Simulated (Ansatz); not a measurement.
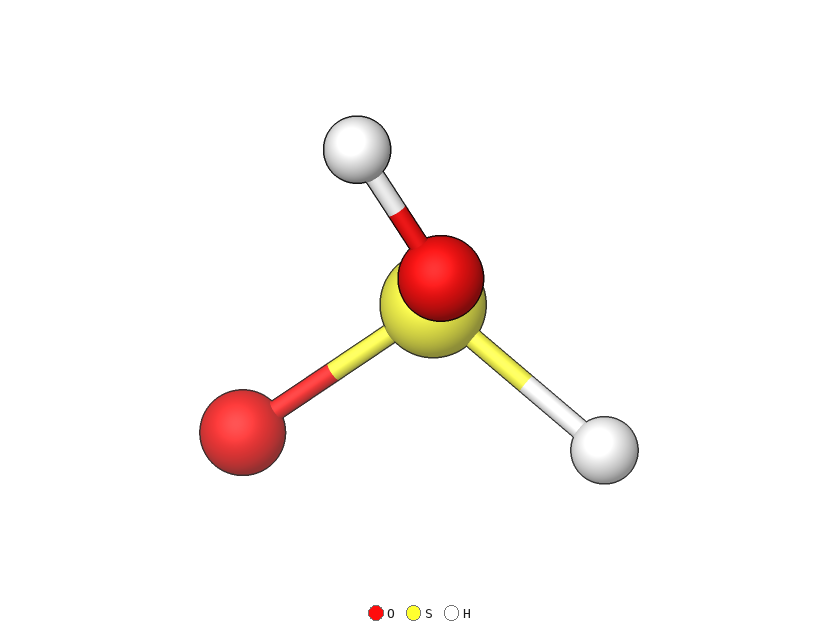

A ball-and-stick model of a molecule. Every bond is drawn as one stick, whatever its order.

The computed structure is the end point of a PBE0-D4/def2-TZVP optimisation. No frequency run is at hand to confirm it as a minimum.

Question: What is the molecular formula?

Answer: H₂O₂S, 5 atoms: 2 hydrogen, 2 oxygen and 1 sulfur.

Question: How many sets of symmetry-equivalent atoms are there?

Answer: 5: 1 O, 1 S, 1 O, 1 H, 1 H.

Question: Count the bonded pairs by element.

Answer: 2 O–S, 1 O–H, 1 S–H. Sticks follow a distance rule.

The parts below concern this one geometry. Atoms keep their numbers from picture to picture.

**Shape**

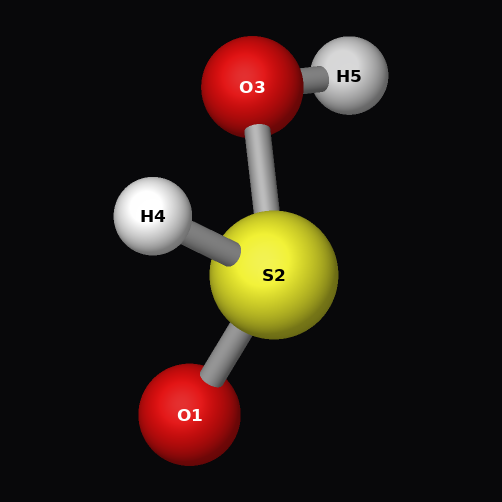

Atoms carry their numbers in the input. No frequency run is at hand to confirm it as a minimum.

Question: Describe the coordination of atom 3.

Answer: O3 has 2 neighbours (S2 at 1.64, H5 at 0.97 Å); the arrangement is bent.

Question: Describe the coordination of atom 2.

Answer: S2 has 3 neighbours (O1 at 1.46, O3 at 1.64, H4 at 1.37 Å); the arrangement is trigonal pyramidal.

**Charges**

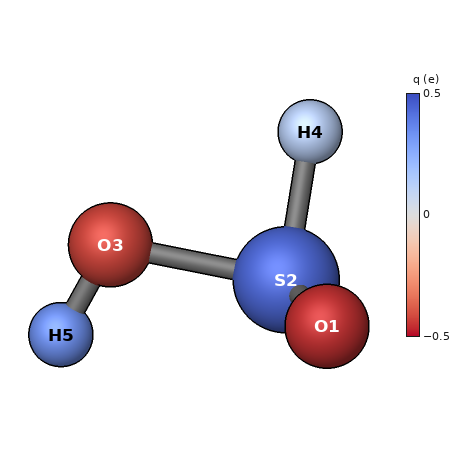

Atoms are coloured by their Mulliken charges. No frequency run is at hand to confirm it as a minimum. Properties computed with RKS PBE0-D4/def2-TZVP (Ansatz 0.2.0).

Question: Which atom carries the highest charge (most positive or least negative)?

Answer: S2 (0.43 e).

Question: And the lowest?

Answer: O1 (−0.45 e).

Give the Mulliken charges atom by atom.

```json
{"atom": "O1", "value (e)": "−0.45"}
{"atom": "S2", "value (e)": "0.43"}
{"atom": "O3", "value (e)": "−0.42"}
{"atom": "H4", "value (e)": "0.12"}
{"atom": "H5", "value (e)": "0.33"}
```

**Electronic properties**

No frequency run is at hand to confirm it as a minimum. Method: RKS PBE0-D4/def2-TZVPP (Ansatz 0.2.0).

What does the calculation give?

- HOMO energy (Kohn–Sham orbital): −7.49 eV
- LUMO energy (Kohn–Sham orbital): −0.57 eV
- HOMO–LUMO gap: 6.92 eV

**Dipole moment**

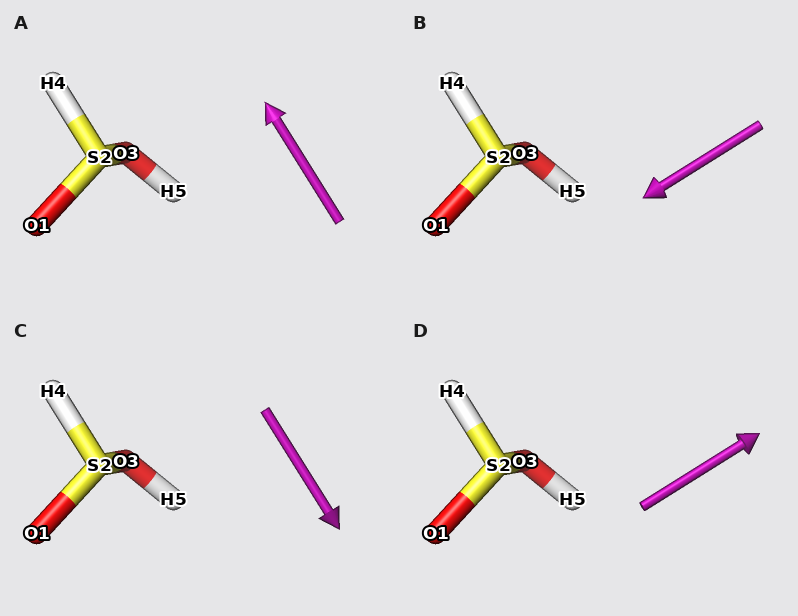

The same molecule four times, each with an arrow. No frequency run is at hand to confirm it as a minimum. Method: RKS PBE0-D4/def2-TZVP (Ansatz 0.2.0).

Question: Which arrow points along the dipole moment, from the negative to the positive end?

Answer: D. The dipole moment is 2.77 D; it points from the side of O1 to the side of H5 (the outermost atoms at the two ends).

Mulliken values depend strongly on the basis set and can even reverse the polarity of a bond.
